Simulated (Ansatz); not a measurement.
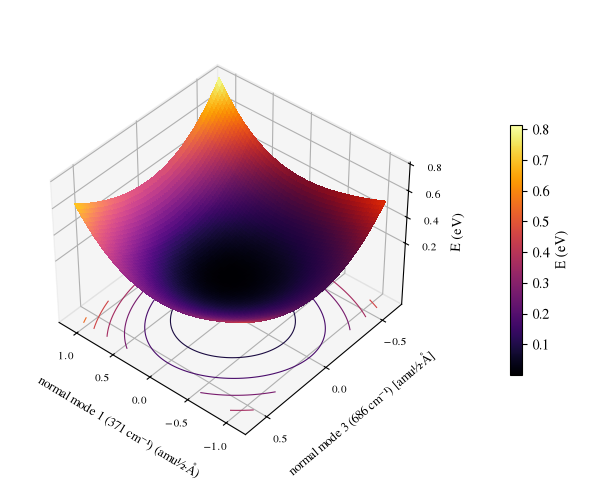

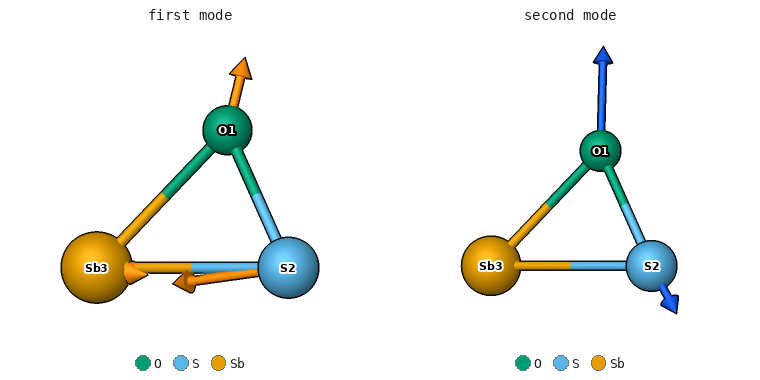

Energy landscape of OSSb, SMILES [O]1[S][Sb]1, spin multiplicity 2. First axis: normal mode 1 (371 cm⁻¹). Second axis: normal mode 3 (686 cm⁻¹). Nothing is relaxed (straight displacements along the two mass-weighted modes). The scan uses a 9 × 9 grid. Points are written as (first, second). All energies are given in eV relative to the relaxed molecule at the same level. The calculation used UKS PBE-D4/def2-TZVP in Ansatz.

The picture shows a relief with its contours projected below. Between grid points the surface is interpolated. The second picture is the structure at the lowest point

Where are the wells?

Answer. The lowest grid point is at (0.000 amu½·Å, 0.000 amu½·Å), 0.000 eV from the relaxed molecule at the same level. No other kind of well shows on this grid. The highest grid point, (1.088 amu½·Å, −0.589 amu½·Å), lies 0.814 eV above the lowest.

The values on the grid:

```tsv
normal mode 3 (686 cm⁻¹) ↓, normal mode 1 (371 cm⁻¹) →	−1.088	−0.816	−0.544	−0.272	0.000	0.272	0.544	0.816	1.088
0.589	0.456	0.371	0.303	0.259	0.243	0.263	0.327	0.445	0.628
0.442	0.361	0.274	0.206	0.160	0.144	0.164	0.230	0.350	0.539
0.294	0.288	0.200	0.130	0.084	0.067	0.088	0.154	0.278	0.470
0.147	0.239	0.152	0.082	0.035	0.018	0.038	0.105	0.231	0.428
0.000	0.220	0.133	0.064	0.017	0.000	0.020	0.088	0.215	0.416
−0.147	0.234	0.150	0.082	0.037	0.020	0.040	0.109	0.237	0.440
−0.294	0.287	0.207	0.143	0.100	0.084	0.105	0.174	0.303	0.509
−0.442	0.384	0.312	0.253	0.214	0.200	0.223	0.292	0.423	0.630
−0.589	0.531	0.471	0.422	0.388	0.379	0.403	0.474	0.605	0.814
```

Each point was launched as `ansatz run input.yaml --threads 1 --pin off --max-ram 2048MiB --backend cpu --events-out ev --progress --plain --runs-dir out`. The whole map (81 points run) took 14 min on 1 thread of Intel(R) Xeon(R) 6975P-C (Granite Rapids), with other jobs on the host.
